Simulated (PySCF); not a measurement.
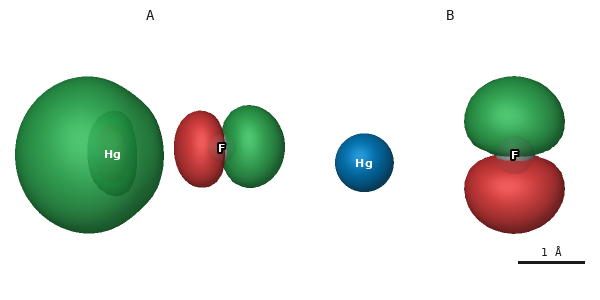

HgF (charge −1). Two frontier orbitals, each drawn at the value that holds 80 % of its norm (green and red are the two phases), in no order; of a degenerate pair one member is drawn.

Core potentials replace the inner electrons of Hg.

Theory: PBE0/def2-SVPD, non-relativistic Hamiltonian with scalar-relativistic core potentials where named, at a bond length of 2.379 Å (PySCF 2.14.0).

**Name the orbitals and rank them from lowest to highest energy.**

Orbital B: π, occupied, −2.13 eV; mainly on F (95 %).
Orbital A: σ, occupied, −0.91 eV; shared between the atoms (Hg 60 %, F 40 %).
